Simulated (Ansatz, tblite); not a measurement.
# In12As12 wurtzite hole sphere (In12As12H30): which spin state is lowest

Aim: set other spin states of In12As12 wurtzite hole sphere (In12As12H30) against its singlet, on many levels of theory.

Program: Ansatz 0.2.0, Gaussian basis. Level of theory: as each input shows. These are calculated values, not measurements.

The runs, in order: triplet, at the geometry of the singlet (GFN1-xTB, GFN2-xTB, PBE0-D4/def2-SVP, PBE-D4/def2-SVP); the singlet's energies come from earlier runs.

1 further run of the same task is left out (set aside as unsound or not needed).

## Step 1: The geometry

The geometry is that of the singlet, from an earlier relaxation (PBE-D4/def2-SVP).

54 atoms, charge 0, spin multiplicity 1.

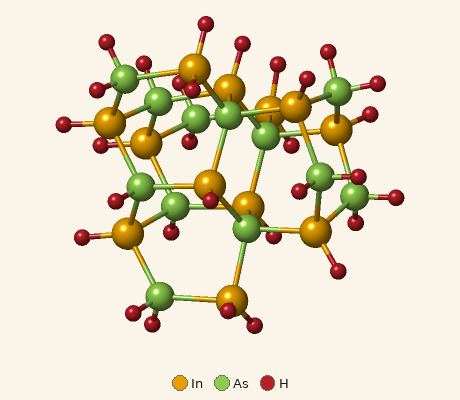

The geometry (indium amber, arsenic green, hydrogen red).

In takes a core potential in the def2 sets. No spin-orbit coupling is included.

## Step 2: Triplet at the fixed geometry, GFN1-xTB

Tight binding, by tblite at 300 K electronic temperature and without a spin-polarisation term:

```python
tblite.interface.Calculator('GFN1-xTB', numbers, positions, charge=0, uhf=2).singlepoint()
```

Energy -1724.2486 eV; 0.92 s.

## Step 3: Triplet at the fixed geometry, GFN2-xTB

Tight binding, by tblite at 300 K electronic temperature and without a spin-polarisation term:

```python
tblite.interface.Calculator('GFN2-xTB', numbers, positions, charge=0, uhf=2).singlepoint()
```

Energy -1584.3993 eV; 0.73 s.

## Step 4: Triplet at the fixed geometry, PBE0-D4/def2-SVP

in.yaml reads:

```yaml
crystal:
  periodic: [false, false, false]
  atoms:
    - {symbol: In, position_ang: [-0.002949, -5.168148, -0.196038]}
    - {symbol: As, position_ang: [0.003441, -4.856675, 2.548290]}
    - {symbol: In, position_ang: [0.002156, -2.785244, -3.379600]}
    - {symbol: As, position_ang: [-2.022014, -1.169812, -4.213465]}
    - {symbol: As, position_ang: [-0.000511, -2.529170, -0.770134]}
    - {symbol: In, position_ang: [-2.264951, -1.307830, -0.075179]}
    - {symbol: In, position_ang: [0.002697, -2.469404, 3.781821]}
    - {symbol: As, position_ang: [-2.025961, -1.173272, 2.622073]}
    - {symbol: In, position_ang: [-2.413948, 1.389469, -3.379621]}
    - {symbol: As, position_ang: [-2.186323, 1.263065, -0.770608]}
    - {symbol: In, position_ang: [-4.468117, 2.586305, -0.195096]}
    - {symbol: In, position_ang: [-2.135540, 1.230664, 3.783312]}
    - {symbol: As, position_ang: [-4.201634, 2.425835, 2.549880]}
    - {symbol: As, position_ang: [2.024220, -1.167241, -4.213218]}
    - {symbol: In, position_ang: [2.264436, -1.309563, -0.075870]}
    - {symbol: As, position_ang: [2.028965, -1.170468, 2.621730]}
    - {symbol: In, position_ang: [2.407598, 1.394499, -3.382611]}
    - {symbol: As, position_ang: [-0.004715, 2.335994, -4.215870]}
    - {symbol: As, position_ang: [2.190609, 1.261872, -0.772596]}
    - {symbol: In, position_ang: [0.002945, 2.613669, -0.075707]}
    - {symbol: In, position_ang: [2.138464, 1.234185, 3.782378]}
    - {symbol: As, position_ang: [0.000640, 2.338925, 2.622241]}
    - {symbol: In, position_ang: [4.472686, 2.586486, -0.199063]}
    - {symbol: As, position_ang: [4.205218, 2.425511, 2.545728]}
    - {symbol: H, position_ang: [-1.573959, -5.824317, -0.553918]}
    - {symbol: H, position_ang: [1.564037, -5.830197, -0.560503]}
    - {symbol: H, position_ang: [-1.126981, -5.649084, 3.204703]}
    - {symbol: H, position_ang: [1.141990, -5.643916, 3.196815]}
    - {symbol: H, position_ang: [0.002879, -4.293668, -4.248728]}
    - {symbol: H, position_ang: [-3.302352, -1.909147, -3.835049]}
    - {symbol: H, position_ang: [-2.207021, -1.276182, -5.728125]}
    - {symbol: H, position_ang: [-3.714720, -2.144375, -0.577023]}
    - {symbol: H, position_ang: [0.001964, -2.519604, 5.521580]}
    - {symbol: H, position_ang: [-3.258412, -1.885786, 3.184899]}
    - {symbol: H, position_ang: [-3.724803, 2.141635, -4.243789]}
    - {symbol: H, position_ang: [-5.826466, 1.562511, -0.560216]}
    - {symbol: H, position_ang: [-4.250293, 4.275676, -0.549241]}
    - {symbol: H, position_ang: [-2.176459, 1.254293, 5.523157]}
    - {symbol: H, position_ang: [-5.453619, 1.839503, 3.202066]}
    - {symbol: H, position_ang: [-4.316808, 3.803293, 3.202526]}
    - {symbol: H, position_ang: [2.213362, -1.278968, -5.726964]}
    - {symbol: H, position_ang: [3.305058, -1.902743, -3.828971]}
    - {symbol: H, position_ang: [3.714388, -2.146631, -0.576534]}
    - {symbol: H, position_ang: [3.262406, -1.882599, 3.183004]}
    - {symbol: H, position_ang: [3.712816, 2.152433, -4.250322]}
    - {symbol: H, position_ang: [-0.003870, 2.544765, -5.731158]}
    - {symbol: H, position_ang: [-0.004870, 3.815753, -3.842414]}
    - {symbol: H, position_ang: [0.001969, 4.288501, -0.574149]}
    - {symbol: H, position_ang: [2.183484, 1.258044, 5.522075]}
    - {symbol: H, position_ang: [-0.000290, 3.762472, 3.185277]}
    - {symbol: H, position_ang: [5.833138, 1.565137, -0.563102]}
    - {symbol: H, position_ang: [4.250518, 4.275038, -0.554670]}
    - {symbol: H, position_ang: [5.455446, 1.832847, 3.195476]}
    - {symbol: H, position_ang: [4.327259, 3.801366, 3.200522]}
basis:
  gaussian: {orbitals: def2-SVP, fitting: {mean_field: def2-universal-jkfit}}
magnetization: {spin_polarized: true, initial_magnetization: 2}
hamiltonian: {xc: pbe0, dispersion: d4}
scf: {omitted_lower_state_checks: [starts]}
output: {orbitals: {seedname: orbitals}}
```

Started as:

```bash
$ ansatz run in.yaml --threads 11 --pin off --events-out ev --progress --plain --max-ram 174080MiB --backend cuda --devices 0, --max-vram 75GiB
```

The program printed:

```text
Functional definition: PBE0
  name "PBE0"
  cite "Adamo & Barone, J. Chem. Phys. 110, 6158 (1999) doi:10.1063/1.478522"
  cite "Perdew, Burke & Ernzerhof, Phys. Rev. Lett. 77, 3865 (1996) doi:10.1103/PhysRevLett.77.3865"
  parent pbe
  parameter a = 0.25
  parameter kappa = 0.804
  parameter beta = 0.06672455060314922
  exchange = (1 - a)*pbe_x(kappa = kappa, mu = beta*pi^2/3) + a*exact_x
  correlation = pbe_c(beta = beta)
these checks for a lower state are left out or cut short: starts
6348 factors; integrals over basis functions are off by at most 3.4e-1 eV
mean field evaluation 1: about -792497.8731 eV, gradient 3.1e1 eV
mean field evaluation 2: about -792497.7109 eV, gradient 2.9e1 eV
mean field evaluation 4: about -792502.9359 eV, gradient 6.4e0 eV
mean field evaluation 8: about -792503.3284 eV, gradient 1.3e0 eV
mean field evaluation 16: about -792503.4062 eV, gradient 8.1e-2 eV
mean field evaluation 32: about -792503.4121 eV, gradient 2.3e-2 eV
mean field -792503.41210519 eV, -29123.9632167597 hartree, gradient 4.3e-6 eV, S^2 2.004612; 0 other end points of the search recorded, 0 dependent functions left out
reference -792503.41221831 eV, -29123.9632209167 hartree; 340, 338 occupied and 506, 508 virtual orbitals, 6348 factors
Total energy: -792507.42201176 eV, -29124.1105781081 hartree
Checks for a lower state left out: starts
```

Run time: 57 s. Hardware: 1 × H100 with 11 threads of AMD EPYC 7R13, shared host; peak host memory 1.7 GiB.

HOMO -2.70 eV, LUMO -5.45 eV (over both spins; with the spin held, an empty level of the minority spin lies below the top filled one); ⟨S²⟩ 2.005 (pure: 2.00).

## Step 5: Triplet at the fixed geometry, PBE-D4/def2-SVP

start.molden holds the orbitals of an earlier run on this state, given as this run's starting guess.

in.yaml, as its differences from that of step 4:

```diff
@@ -58,5 +58,5 @@
 basis:
-  gaussian: {orbitals: def2-SVP, fitting: {mean_field: def2-universal-jkfit}}
+  gaussian: {orbitals: def2-SVP, fitting: {mean_field: def2-universal-jkfit}, initial_orbitals: start.molden}
 magnetization: {spin_polarized: true, initial_magnetization: 2}
-hamiltonian: {xc: pbe0, dispersion: d4}
+hamiltonian: {xc: pbe, dispersion: d4}
 scf: {omitted_lower_state_checks: [starts]}
```

The command is unchanged.

The program printed:

```text
Functional definition: PBE
  name "PBE"
  cite "Perdew, Burke & Ernzerhof, Phys. Rev. Lett. 77, 3865 (1996) doi:10.1103/PhysRevLett.77.3865"
  parent pbe
  parameter kappa = 0.804
  parameter beta = 0.06672455060314922
  exchange = pbe_x(kappa = kappa, mu = beta*pi^2/3)
  correlation = pbe_c(beta = beta)
these checks for a lower state are left out or cut short: starts
6348 factors; integrals over basis functions are off by at most 3.4e-1 eV
mean field evaluation 1: about -792479.8964 eV, gradient 1.4e1 eV
mean field evaluation 2: about -792480.8244 eV, gradient 9.6e-1 eV
mean field evaluation 4: about -792480.9058 eV, gradient 1.7e-1 eV
mean field evaluation 8: about -792480.8980 eV, gradient 1.1e0 eV
mean field evaluation 16: about -792480.9129 eV, gradient 8.9e-5 eV
mean field -792480.91287613 eV, -29123.1363853419 hartree, gradient 3.1e-6 eV, S^2 2.001687; 0 other end points of the search recorded, 0 dependent functions left out
reference -792480.91302673 eV, -29123.1363908766 hartree; 340, 338 occupied and 506, 508 virtual orbitals, 6348 factors
Total energy: -792485.24663724 eV, -29123.2956481254 hartree
Checks for a lower state left out: starts
```

Run time: 28 s. Hardware: 1 × H100 with 11 threads of AMD EPYC 7R13, shared host; peak host memory 1.7 GiB.

Report: HOMO -2.52 eV, LUMO -5.60 eV (over both spins; with the spin held, an empty level of the minority spin lies below the top filled one); ⟨S²⟩ 2.002 (pure: 2.00).

## Step 6: Triplet less singlet, vertical

The singlet's energies are those of its earlier runs, whose logs aren't repeated here.

| level | triplet less singlet, vertical (kJ/mol) | time |
| --- | --- | --- |
| GFN1-xTB | +244.3 | 1.6 s |
| GFN2-xTB | +262.7 | 1.4 s |
| PBE-D4/def2-SVP | +299.6 | 36 s |
| PBE0-D4/def2-SVP | +364.6 | 67 s |

Times add the two runs; a level without a time comes out of a correlated run. Tight binding without a spin term can't rank spin states.

## Step 7: What came out

```
                                               quantity                                       value
triplet less singlet, vertical, functionals in def2-SVP  +299.6 (PBE-D4) to +364.6 kJ/mol (PBE0-D4)
```

What this shows: All functionals put the triplet above the singlet, over a spread of 65.0 kJ/mol. The checks for a lower triplet were left out, so another state of that spin may lie lower. These are electronic energies, without zero-point motion, entropy or surroundings.
